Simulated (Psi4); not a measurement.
# Two attempts at [SiH3]+ (SMILES [SiH3+])

Wanted: the excited states of [SiH3]+, TD-mPW1K/aug-pcseg-1 (density fitting, save jk yes, triplets only).

The results are computed with Psi4 1.11.

5 further runs of the same task are left out: 3 that didn't finish, 2 set aside as unsound or not needed.

**1. Starting point**

[SiH3]+: 4 atoms, total charge +1, spin state singlet. As SMILES, `[SiH3+]`. Geometry: relaxed at PBE0-D4/def2-TZVP.

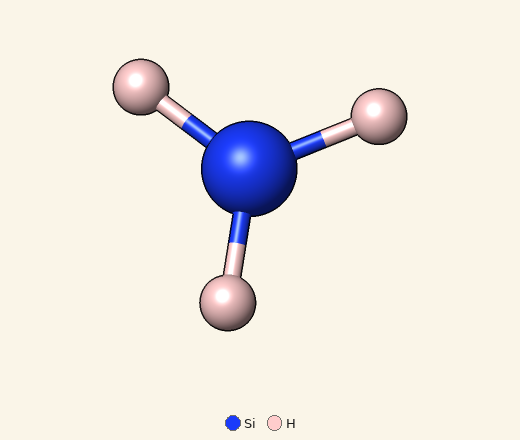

Viewed from a chosen angle; silicon blue, hydrogen pink.

**2. First attempt**

Input file calc.inp:

```
memory 1600 mb

molecule system {
  1 1
  Si     0.00000000     0.00000000     0.00000000
  H      1.29805288     1.27632102     2.10326518
  H     -0.22374357    -2.77260617    -0.01870829
  H     -1.07430930     1.49609617    -2.08455689
  units bohr
  no_reorient
  no_com
}

set globals {
  basis aug-pcseg-1
  scf_type df
  save_jk true
}

from psi4.driver.procrouting.response.scf_response import tdscf_excitations
E, wfn = energy('mpw1k', return_wfn=True)
states = tdscf_excitations(wfn, states=500, tda=False, triplets='only')
print_variables()
```

The run is started by

```sh
$ psi4 -n 1 calc.inp calc.out
```

calc.out:

```text
Psi4 1.11 release

   => Loading Basis Set <=

    Name: AUG-PCSEG-1
    Role: ORBITAL
    Keyword: BASIS

         ---------------------------------------------------------
                                   SCF
                              RKS Reference
                        1 Threads,   1525 MiB Core
         ---------------------------------------------------------

  ==> Geometry <==

    Molecular point group: c1
    Full point group: C1

    Geometry (in Bohr), charge = 1, multiplicity = 1:

[... 86 lines left out ...]
    Weights Tolerance      =       1.00E-15
[... 57 lines left out ...]
   @DF-RKS iter   1:  -290.91937794673771   -1.12874e-01   1.38291e-03 DIIS/ADIIS
[... 2 lines left out ...]
   @DF-RKS iter   4:  -290.92475635105546   -1.16957e-05   5.09540e-06 DIIS
[... 26 lines left out ...]
    Final Occupation by Irrep:
[... 10 lines left out ...]
    One-Electron Energy =                -428.6578669762372442
[... 2 lines left out ...]
    Empirical Dispersion Energy =           0.0000000000000000
[... 16 lines left out ...]
 Dipole X            :         -0.0000019            0.0000000           -0.0000019
[... 9 lines left out ...]
**********                               WARNING                                **********
[... 23 lines left out ...]
                        Generalized Hamiltonian Solver

  ==> Options <==

    Max number of iterations        = 60
    Eigenvector tolerance           = 1.0000e-04
    Max number of expansion vectors = 100000

  => Iterations <=
                              Max[D[value]]     Max[|R|]   # vectors

IndexError: index 368 is out of bounds for axis 0 with size 368

Printing out the relevant lines from the Psithon --> Python processed input file:
    core.set_global_option("BASIS", "aug-pcseg-1")
    core.set_global_option("SCF_TYPE", "df")
    core.set_global_option("SAVE_JK", "true")
    from psi4.driver.procrouting.response.scf_response import tdscf_excitations
    E, wfn = energy('mpw1k', return_wfn=True)
--> states = tdscf_excitations(wfn, states=500, tda=False, triplets='only')
    print_variables()

!------------------------------------------------------!
!                                                      !
!  index 368 is out of bounds for axis 0 with size 368 !
!                                                      !
!------------------------------------------------------!

    Psi4 run time: 0:00:31.47
```

Run time: 32 s. Hardware: 1 thread of AMD EPYC 9R45 (Zen 5), shared host; peak memory 0.34 GiB.

**3. Reading the log**

The run ended with an error.

The telling line is `IndexError: index 368 is out of bounds for axis 0 with size 368`. What is wrong: more states are asked for than the space holds. To mend it: number of roots 4 in place of 500.

**4. Try two**

Input file calc.inp:

```
memory 1.6 GB

molecule {
  1 1
  Si     0.00000000     0.00000000     0.00000000
  H      1.29805288     1.27632102     2.10326518
  H     -0.22374357    -2.77260617    -0.01870829
  H     -1.07430930     1.49609617    -2.08455689
  units bohr
  no_reorient
  no_com
}

set basis aug-pcseg-1
set scf_type df
set save_jk true

from psi4.driver.procrouting.response.scf_response import tdscf_excitations
E, wfn = energy("mpw1k", return_wfn=True)
states = tdscf_excitations(wfn, states=4, tda=False, triplets='only')
```

The run is started by

```sh
$ psi4 -n 1 calc.inp calc.out
```

calc.out:

```text
[...]
  Running in c1 symmetry.
[...]
  Nuclear repulsion =   15.721450090916820
[...]
  Multiplicity = 1
[...]
  Nalpha       = 8
  Nbeta        = 8
[...]
    Number of basis functions: 54
[...]
   @DF-RKS iter   1:  -290.91937794673771   -1.12874e-01   1.38291e-03 DIIS/ADIIS
[...]
   @DF-RKS iter   5:  -290.92475646646074   -1.15405e-07   6.08762e-07 DIIS
[...]
    Orbital Energies [Eh]
    ---------------------
    Doubly Occupied:
       1A    -67.208797     2A     -5.873556     3A     -4.165747
       4A     -4.155291     5A     -4.155291     6A     -0.878504
       7A     -0.689257     8A     -0.689248
[...]
  @DF-RKS Final Energy:  -290.92475646646074
   => Energetics <=
    Nuclear Repulsion Energy =             15.7214500909168198
    One-Electron Energy =                -428.6578669762372442
    Two-Electron Energy =                 134.7000054870951260
    DFT Exchange-Correlation Energy =     -12.6883450682355061
    Empirical Dispersion Energy =           0.0000000000000000
    VV10 Nonlocal Energy =                  0.0000000000000000
    Total Energy =                       -290.9247564664607921
[...]
 Multipole Moments:
 ------------------------------------------------------------------------------------
     Multipole            Electronic (a.u.)      Nuclear  (a.u.)        Total (a.u.)
 ------------------------------------------------------------------------------------
 L = 1.  Multiply by 2.5417464519 to convert [e a0] to [Debye]
 Dipole X            :         -0.0000019            0.0000000           -0.0000019
 Dipole Y            :          0.0002208           -0.0001890            0.0000318
 Dipole Z            :         -0.0000048            0.0000000           -0.0000048
 Magnitude           :                                                    0.0000322
[...]
**********                               WARNING                                **********
**********       The names of excited state variables changed between 1.5       **********
[...]
**********                               WARNING                                **********
**********  Length-gauge rotatory strengths are **NOT** gauge-origin invariant  **********
[...]
                                    Excitation Energy         Total Energy        Oscillator Strength             Rotatory Strength
[...]
Excited State    1 (3 A):   0.18463 au   246.78 nm f = 0.0000
[...]
Excited State    2 (3 A):   0.18464 au   246.76 nm f = 0.0000
[...]
Excited State    3 (3 A):   0.32160 au   141.68 nm f = 0.0000
[...]
Excited State    4 (3 A):   0.32160 au   141.68 nm f = 0.0000
[...]
**********                               WARNING                                **********
**********       The names of excited state variables changed between 1.5       **********
[...]
```

Wall time 8.7 s (1 thread of AMD EPYC 9R45 (Zen 5), shared host); peak memory 0.34 GiB.

The roots found:

| excited state | energy (eV) | strength | label |
| --- | --- | --- | --- |
| 1 | 5.024 | 0.0000 | A 3 |
| 2 | 5.024 | 0.0000 | A 3 |
| 3 | 8.751 | 0.0000 | A 3 |
| 4 | 8.751 | 0.0000 | A 3 |

**5. What came out**

At TD-mPW1K/aug-pcseg-1 (density fitting, save jk yes, triplets only):

```
                                quantity          value
       ground-state or mean-field energy  -290.92476 Eh
  HOMO energy (mPW1K Kohn–Sham orbitals)      -18.76 eV
  LUMO energy (mPW1K Kohn–Sham orbitals)       -9.58 eV
HOMO–LUMO gap (mPW1K Kohn–Sham orbitals)        9.18 eV
                lowest excitation energy        5.02 eV
```
